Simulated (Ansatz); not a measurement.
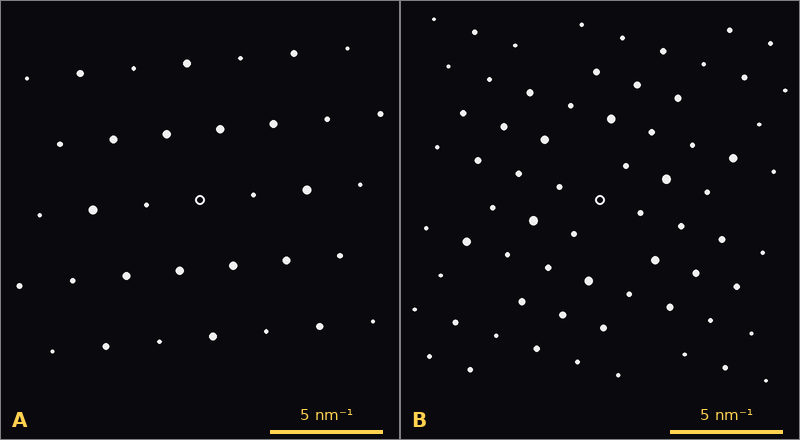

Kinematic electron diffraction patterns (200 kV, B = 0.5 Å², same scale, each along a low-index zone) of two structures of composition Na2Cd, each relaxed at zero pressure with Ansatz, DFT PBE, scalar-relativistic, plane waves, PAW.

The structures (standard cells):
1. P4_2/mnm (No. 136), a = 8.284 Å, c = 3.241 Å, 6 atoms; generated start, possibly hypothetical
2. Fd-3m (No. 227), a = 9.008 Å, 24 atoms; generated start, possibly hypothetical

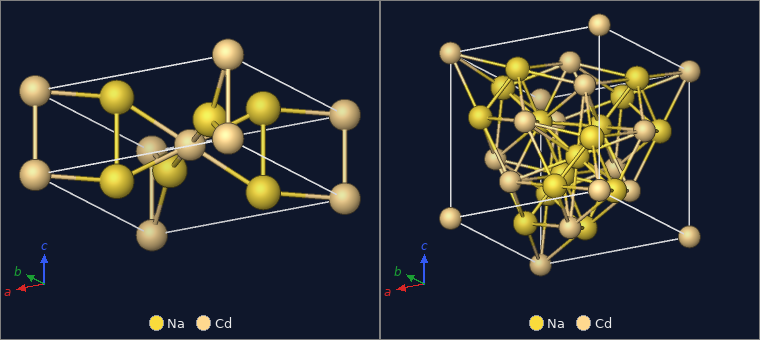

Drawings of the structures 1 to 2, from left to right (each may span several cells).

Question: Which pattern belongs to which structure, and along which zone?

Answer: A is structure 1 along [100] or an equivalent direction: centred rectangular net of 0 2 0 at d = 4.14 Å and 0 1 1 at d = 3.02 Å, 68.6° apart (some points of this net are extinct or too weak to see). B is structure 2 along [110] or an equivalent direction: centred rectangular net of -1 1 -1 at d = 5.20 Å and -1 1 1 at d = 5.20 Å, 70.5° apart (some points of this net are extinct or too weak to see).

Question: Rank the structures by their computed energy.

Answer: Structure 1 (P4_2/mnm, 37.06 Å³ an atom) is the lowest of these; structure 2 (Fd-3m, 30.45 Å³ an atom) lies about 30 meV an atom higher. These are static energies at 0 K; other structures, not shown, may lie lower still.
